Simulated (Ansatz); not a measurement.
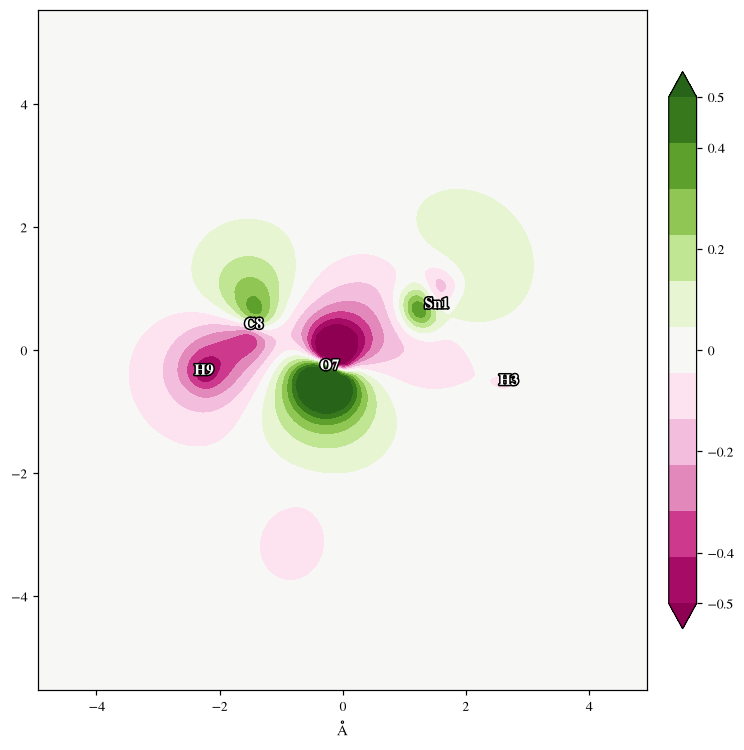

*CH₆OSn···H₂. The HOMO−1 on the plane of atoms Sn1, O7 and C8 (values in Å⁻³ᐟ²; the overall sign is arbitrary).*

Core potentials replace the inner electrons of Sn.

All numbers below come from RKS B3LYP/def2-SVP (Ansatz).

Input

```
crystal:
  periodic: [false, false, false]
  atoms:
    - { symbol: Sn, position_ang: [-0.710162, 1.12, -0.610014] }
    - { symbol: H, position_ang: [-1.896615, -1.630159, -0.855847] }
    - { symbol: H, position_ang: [-1.175099, 0.919482, -2.242446] }
    - { symbol: H, position_ang: [-2.020124, 0.991865, 0.497861] }
    - { symbol: H, position_ang: [0.178151, 2.570806, -0.330713] }
    - { symbol: H, position_ang: [-1.206048, -1.680197, -0.727956] }
    - { symbol: O, position_ang: [0.614287, -0.392319, -0.288912] }
    - { symbol: C, position_ang: [1.378084, -0.450607, 0.888249] }
    - { symbol: H, position_ang: [2.225596, -1.147049, 0.727427] }
    - { symbol: H, position_ang: [0.796297, -0.830998, 1.757936] }
    - { symbol: H, position_ang: [1.815732, 0.529076, 1.184515] }
basis:
  gaussian: { orbitals: def2-SVP }
hamiltonian:
  xc: b3lyp
relax:
  f_tol: 0.03
  max_steps: 50
output:
  orbitals: {}
```

Command:

```sh
ansatz run input.yaml --threads 2 --pin off --max-ram 3072MiB --backend cpu --events-out ev --progress --plain --runs-dir out
```

The fields are those of the relaxed geometry.

> What is the character of this orbital?

Its weight (Hirshfeld) is mainly on O7 (about 55 %), C8 (about 15 %), Sn1 (about 10 %) and H9 (about 10 %). Its energy is −7.69 eV.
